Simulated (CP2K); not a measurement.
Aminooxirane has these distinct C atoms: C2 (bonded to C, N, O and H) and C3 (bonded to C, O and 2 H).

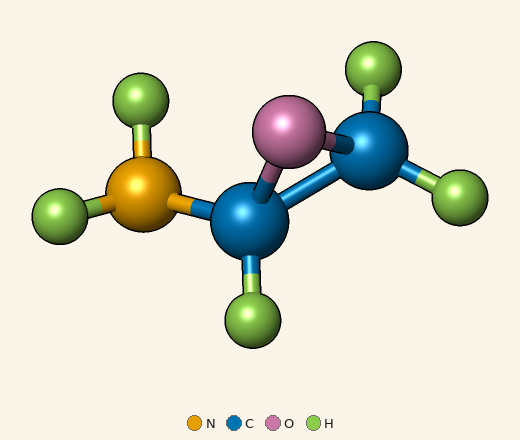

The molecule (nitrogen orange, carbon blue, oxygen pink, hydrogen green).

```xyz
9

N     1.3221   -0.1101    0.4043
C     0.0856   -0.4608   -0.1896
C    -1.1540    0.2566    0.1177
O    -0.5432    0.4219   -1.1936
H     1.3675    0.8835    0.6322
H     2.1119   -0.3438   -0.1978
H     0.0275   -1.5164   -0.4664
H    -2.1128   -0.2704    0.1287
H    -1.1046    1.1396    0.7644
```

Their partial C K spectra (CP2K XAS_TDP, all-electron GAPW, PBEh(45%), aug-cc-pVDZ, TDA, GW2X-corrected core level, no relativity) are given in random order, each times the number of alike atoms.

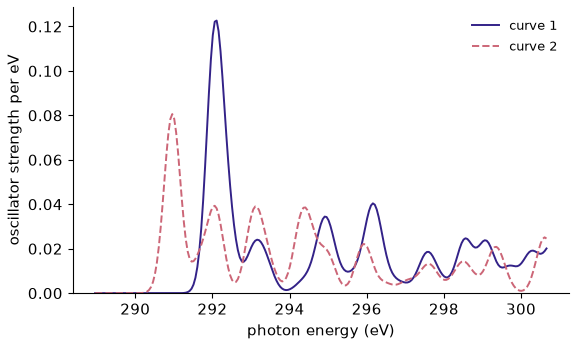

Gaussian full width 0.5 eV, oscillator strength per eV, alike atoms added, rows of zeros left out.

**Question.** Which curve belongs to which atom?

Curve 1: C2 (bonded to C, N, O and H), leading line at 292.06 eV (f = 0.061 an atom), ionisation energy 294.44 eV, term value 2.38 eV. Curve 2: C3 (bonded to C, O and 2 H), leading line at 290.96 eV (f = 0.043 an atom), ionisation energy 293.67 eV, term value 2.71 eV. The leading line of an atom is its first one with 35 % of the strongest within 2.5 eV of its lowest line over the strength cut. A line lies at the core ionisation energy, which rises as an atom loses charge to its neighbours or to a π system, less the term value, which is large for a low π* or σ* orbital with weight on that atom.

[Banner, clock and machine lines of the logs are left out without a mark of their own.]

[Logs are printed without paths, hosts, clocks, repeated set-up lines and the standing remarks that a program may print on its own settings, such as how far it seeks lower states.]

[Hosts, paths, dates, database ids (printed as entryN), source tags and the programs' standing remarks are cut or masked in the printed files.]
